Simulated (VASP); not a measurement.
Shape and ions are relaxed at each volume.

Energy against volume of Y (hcp). Calculation: revPBE GGA, VASP's PBE PAW potentials (set 64) (plane waves; VASP).

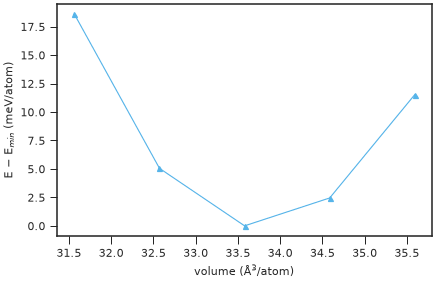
Figure: Energy against volume

Problem. Estimate the equilibrium volume and the bulk modulus.

Solution. The minimum lies near 33.7 Å³/atom, and the curvature gives B0 of about 39 GPa.

Measured: bulk modulus 41.7 GPa at 0 K (computed value off by -6.1 %), as given by Vázquez-Parga, Fernández-Martínez, Viñes, J. Chem. Theory Comput. (2023), doi:10.1021/acs.jctc.3c00612, Supporting … [zero-point energy and finite temperature contributions removed].

The compound is Y in the hcp structure. It was relaxed first.
